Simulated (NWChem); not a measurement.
# C2H8Si (SMILES C[SiH2]C): levels of theory compared

We compute a comparison of 6 runs (HF/3-21G, B3LYP/6-31G*, B2PLYP/def2-SVP, CAM-B3LYP/def2-SVP, wB97X/def2-SVP, MP3/def2-SVP) of C2H8Si. 

The calculation is run with NWChem 7.3.0.

3 further runs of the same task are left out: 3 set aside as unsound or not needed.

### 1 The system as given

The species is C2H8Si (11 atoms), meant as a singlet with charge 0. As SMILES, `C[SiH2]C`. The shape is that of a PBE0-D4/def2-TZVP optimisation.

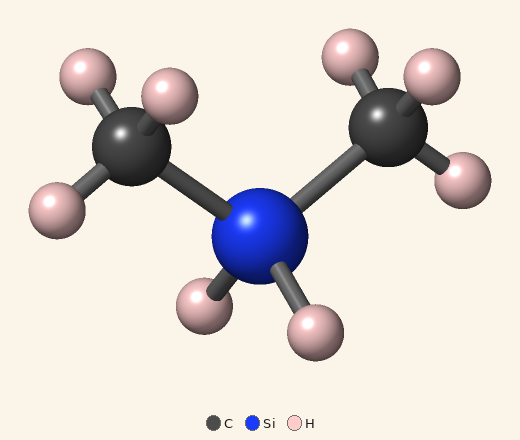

Viewed from a chosen angle; carbon dark grey, silicon blue, hydrogen pink.

### 2 Energy and forces at HF/3-21G (run 1)

The input, calc.xyz:

```xyz
11

C     -1.050200     0.967200    -0.661200
Si    -0.309200    -0.653200    -0.087600
C      1.346600    -0.392300     0.745700
H     -2.015800     0.806900    -1.146100
H     -0.391700     1.464600    -1.377800
H     -1.204900     1.644900     0.182100
H     -0.139900    -1.564200    -1.256100
H     -1.245100    -1.319300     0.863300
H      2.058200     0.075200     0.060400
H      1.772600    -1.342000     1.077400
H      1.244800     0.255200     1.620300
```

The input, run.py:

```python
from ase.io import read
from ase.calculators.nwchem import NWChem

mol = read('calc.xyz')

calc = NWChem(
    label='calc',
    theory='scf',
    memory='2200 mb',
    basis='3-21G',
    basispar='spherical bse',
    scf={'nopen': '0', 'rhf': None, 'thresh': '1e-08', 'maxiter': '80'},
)
mol.calc = calc

forces = mol.get_forces()
print("Total energy (eV):", round(mol.get_potential_energy(), 6))
print("forces (eV/A):")
for s, f in zip(mol.symbols, forces):
    print(f"{s:2s} {f[0]:10.5f} {f[1]:10.5f} {f[2]:10.5f}")
print("dipole (e A):", mol.get_dipole_moment().round(4))
```

Started as:

```
export ASE_NWCHEM_COMMAND="nwchem PREFIX.nwi > PREFIX.nwo"
python run.py
```

What it wrote:

```text
Total energy (eV): -9996.483548
forces (eV/A):
C    -0.44465    0.90755   -0.33959
Si   -0.39914   -0.82620   -0.11354
C     0.94596    0.11760    0.47925
H     0.21047    0.08603    0.10002
H    -0.17910   -0.07461    0.15889
H     0.01789   -0.11678   -0.21824
H     0.00154   -0.04422   -0.04597
H    -0.04114   -0.03543    0.03543
H    -0.12717   -0.10464    0.18970
H    -0.05548    0.23911   -0.05641
H     0.07081   -0.14830   -0.18954
dipole (e A): [0.0643 0.1325 0.0182]
```

The calculator wrote calc.nwi:

```
title "calc"

permanent_dir calc

scratch_dir calc

start calc

geometry units angstrom nocenter noautosym noautoz
  C  -1.0502000000000000e+00 9.6719999999999995e-01 -6.6120000000000001e-01
  Si -3.0919999999999997e-01 -6.5320000000000000e-01 -8.7599999999999997e-02
  C  1.3466000000000000e+00 -3.9229999999999998e-01 7.4570000000000003e-01
  H  -2.0158000000000000e+00 8.0689999999999995e-01 -1.1460999999999999e+00
  H  -3.9169999999999999e-01 1.4645999999999999e+00 -1.3777999999999999e+00
  H  -1.2049000000000001e+00 1.6449000000000000e+00 1.8210000000000001e-01
  H  -1.3990000000000000e-01 -1.5642000000000000e+00 -1.2561000000000000e+00
  H  -1.2451000000000001e+00 -1.3192999999999999e+00 8.6329999999999996e-01
  H  2.0581999999999998e+00 7.5200000000000003e-02 6.0400000000000002e-02
  H  1.7726000000000000e+00 -1.3420000000000001e+00 1.0773999999999999e+00
  H  1.2447999999999999e+00 2.5519999999999998e-01 1.6203000000000001e+00
end

memory 2200 mb

basis spherical bse noprint
   * library 3-21G
end

scf
  nopen 0
  rhf
  thresh 1e-08
  maxiter 80
end

task scf gradient
```

calc.nwo, shortened:

```text
[...]
      One-electron energy =   -732.268582134431
[... 1 line left out ...]
 Nuclear repulsion energy =    114.158512489597
[... 35 lines left out ...]
                       ROHF Final Molecular Orbital Analysis
[... 189 lines left out ...]
     1   1 0 0      0.121515      0.000000     -4.671781
[...]
  wavefunction    =   RHF
                         RHF ENERGY GRADIENTS
    atom               coordinates                        gradient
                 x          y          z           x          y          z
   1 C      -1.984590   1.827743  -1.249487    0.008647  -0.017649   0.006604
   2 Si     -0.584303  -1.234369  -0.165540    0.007762   0.016067   0.002208
   3 C       2.544705  -0.741340   1.409169   -0.018396  -0.002287  -0.009320
[... 7 lines of this table left out ...]
  11 H       2.352331   0.482258   3.061923   -0.001377   0.002884   0.003686
[...]
```

Wall time 1.9 s (1 thread of AMD EPYC 9R45 (Zen 5), shared host); peak memory 0.099 GiB.

### 3 Energy and gradient at B3LYP/6-31G(d) (Cartesian functions) (run 2)

The input, c2h8si.nw:

```
start c2h8si
title "C2H8Si B3LYP"
memory stack 880 mb heap 220 mb global 1100 mb

geometry noautosym nocenter noautoz
   C       -1.050200       0.967200      -0.661200
   Si      -0.309200      -0.653200      -0.087600
   C        1.346600      -0.392300       0.745700
   H       -2.015800       0.806900      -1.146100
   H       -0.391700       1.464600      -1.377800
   H       -1.204900       1.644900       0.182100
   H       -0.139900      -1.564200      -1.256100
   H       -1.245100      -1.319300       0.863300
   H        2.058200       0.075200       0.060400
   H        1.772600      -1.342000       1.077400
   H        1.244800       0.255200       1.620300
end

basis cartesian
   C library 6-31G*
   Si library 6-31G*
   H library 6-31G*
end

dft
   xc b3lyp
   mult 1
   grid xfine
   convergence energy 1e-08
   maxiter 100
   mulliken
end

task dft gradient
```

Started as:

```
nwchem c2h8si.nw > c2h8si.out
```

What it wrote, shortened:

```text
[...]
          Wavefunction type:  closed shell.
          No. of atoms     :    11
          No. of electrons :    34
[...]
          Charge           :     0
          Spin multiplicity:     1
[...]
          AO basis - number of functions:    65
[...]
              XC Information
              --------------
                         B3LYP Method XC Potential
                     Hartree-Fock (Exact) Exchange  0.200
                        Slater Exchange Functional  0.800 local
                    Becke 1988 Exchange Functional  0.720 non-local
              Lee-Yang-Parr Correlation Functional  0.810
                  VWN I RPA Correlation Functional  0.190 local
[...]
 d= 0,ls=0.0,diis     1   -370.5092543951 -4.85D+02  7.92D-03  3.20D-01     2.1
[...]
 d= 0,ls=0.0,diis     8   -370.5376343180 -1.12D-10  1.15D-07  6.65D-11    14.0
         Total DFT energy =     -370.537634318028
      One electron energy =     -735.293845212109
           Coulomb energy =      285.393942729808
    Exchange-Corr. energy =      -34.796244325325
 Nuclear repulsion energy =      114.158512489598
[...]
      Total Density - Mulliken Population Analysis
     ---------------------------------------------
[...]
  wavefunction    = closed shell
                         DFT ENERGY GRADIENTS
    atom               coordinates                        gradient
                 x          y          z           x          y          z
   1 C      -1.984590   1.827743  -1.249487    0.001369  -0.002161   0.001017
   2 Si     -0.584303  -1.234369  -0.165540    0.002530   0.005294   0.000724
   3 C       2.544705  -0.741340   1.409169   -0.002461   0.000032  -0.001279
   4 H      -3.809310   1.524820  -2.165815    0.002060  -0.000406   0.001117
   5 H      -0.740206   2.767693  -2.603664   -0.000821  -0.001526   0.001466
   6 H      -2.276931   3.108410   0.344119    0.000584  -0.001868  -0.001246
   7 H      -0.264373  -2.955909  -2.373685    0.000124   0.000639   0.000418
   8 H      -2.352898  -2.493115   1.631400    0.000481   0.000572  -0.000260
   9 H       3.889434   0.142107   0.114139   -0.001903  -0.000905   0.000824
  10 H       3.349728  -2.536012   2.035991   -0.001449   0.001542  -0.000936
  11 H       2.352331   0.482258   3.061923   -0.000515  -0.001215  -0.001846
[...]
```

Run time: 18 s. Hardware: 1 thread of AMD EPYC 9R45 (Zen 5), shared host; peak memory 0.15 GiB.

Runs 3 to 5 aren't shown in full; the table further down has their settings and results.

### 4 The energy at MP3/def2-SVP (run 6)

The input, c2h8si.nw:

```
start c2h8si
title "C2H8Si"
memory stack 330 mb heap 110 mb global 1760 mb

geometry units atomic noautosym nocenter noautoz
  C     -1.98459038     1.82774311    -1.24948691
  Si    -0.58430332    -1.23436910    -0.16554001
  C      2.54470520    -0.74133956     1.40916877
  H     -3.80930992     1.52482001    -2.16581511
  H     -0.74020572     2.76769288    -2.60366465
  H     -2.27693101     3.10841050     0.34411913
  H     -0.26437268    -2.95590960    -2.37368499
  H     -2.35289800    -2.49311568     1.63140056
  H      3.88943431     0.14210740     0.11413946
  H      3.34972853    -2.53601246     2.03599093
  H      2.35233108     0.48225811     3.06192324
end

basis spherical bse
  C library def2-SVP
  Si library def2-SVP
  H library def2-SVP
end

scf
  thresh 1e-08
  maxiter 80
end

tce
  scf
  mbpt3
  freeze core 7
  maxiter 60
end

task tce energy
```

Started as:

```
nwchem c2h8si.nw > c2h8si.out
```

What it wrote:

```text
[...]
  functions       =    86
[...]
  wavefunction    = RHF
[...]
         Total SCF energy =   -369.192280199911
      One-electron energy =   -734.599489176420
      Two-electron energy =    251.248704698745
 Nuclear repulsion energy =    114.158504277764
        Time for solution =      5.1s
[...]
         Wavefunction type : Restricted Hartree-Fock
          No. of electrons :    34
[...]
         Spin multiplicity : singlet
[...]
```

It took 17 s on 1 thread of AMD EPYC 9R45 (Zen 5), shared host; peak memory 1.3 GiB.

### 5 All runs side by side

```csv
run,level,Cartesian functions,iteration cap,energy (Eh),dipole moment (D),HOMO energy (eV),LUMO energy (eV),wall time
1,HF/3-21G,no,80,-367.363998,0.71,-11.93,5.42,1.9 s
2,B3LYP/6-31G* (Cartesian functions),yes,100,-370.537634,0.83,-8.39,1.59,18 s
3,B2PLYP/def2-SVP,no,100,-370.143675,0.76,-10.00,2.63,17 s
4,CAM-B3LYP/def2-SVP,no,100,-370.328992,0.77,-10.18,2.53,38 s
5,wB97X/def2-SVP,no,100,-370.354926,0.78,–,–,50 s
6,MP3/def2-SVP,no,80,-369.638165,–,-12.06,4.49,17 s
```

### 6 Summary of results

| quantity | value |
| --- | --- |
| run 6: total energy | -369.63817 Eh |
| run 6: HOMO energy (Hartree–Fock orbitals) | -12.06 eV |
| run 6: LUMO energy (Hartree–Fock orbitals) | 4.49 eV |
| run 6: HOMO–LUMO gap (Hartree–Fock orbitals) | 16.55 eV |
| run 6: correlation energy (7 core orbitals frozen) | -445.9 mEh |

In words: Over runs 1, 2, 3, 4, 5 the dipole moment (its size) runs from 0.71 D (HF/3-21G) to 0.83 D (B3LYP/6-31G*). The two ends differ in method and basis. Over runs 1, 2, 3, 4 the HOMO–LUMO gap runs from 9.98 eV (B3LYP/6-31G*) to 17.35 eV (HF/3-21G). Totals of different functionals can't be ranked against each other. All runs together took 2.4 min, the longest 50 s.
